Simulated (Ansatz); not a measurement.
System: L1₂ (Cu3Au-type) Pt3Ti. Method: LDA (Ansatz, an electronic-structure program, PAW).

Numerical settings: plane-wave cutoff 520 eV, 14×14×14 k mesh, Fermi–Dirac smearing 0.05 eV, no spin polarisation, scalar-relativistic PAW data made under PBE.

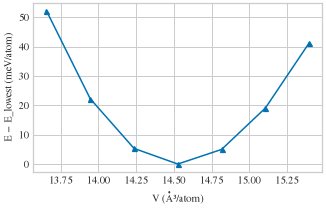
Fig. 1. Total energy against volume

Q: From the curve, estimate the equilibrium volume and the bulk modulus.

A: V0 ≈ 14.5 Å³/atom and B0 ≈ 280 GPa; the fit gives V0 = 14.526 Å³/atom, B0 = 283 GPa, B′ = 5.0.

Measured, for comparison: equilibrium volume per atom 15.01 Å³/atom (temperature not stated, not corrected to a static lattice; as tabulated in Molecular Dynamics Simulations of PtTi High-Temperature Shape Memory Alloys …). Computed (rounded) less measured: equilibrium volume per atom -3.2 %.

Spin–orbit coupling is not included.

It cost around 2.3 core-minutes (rough) of CPU time.
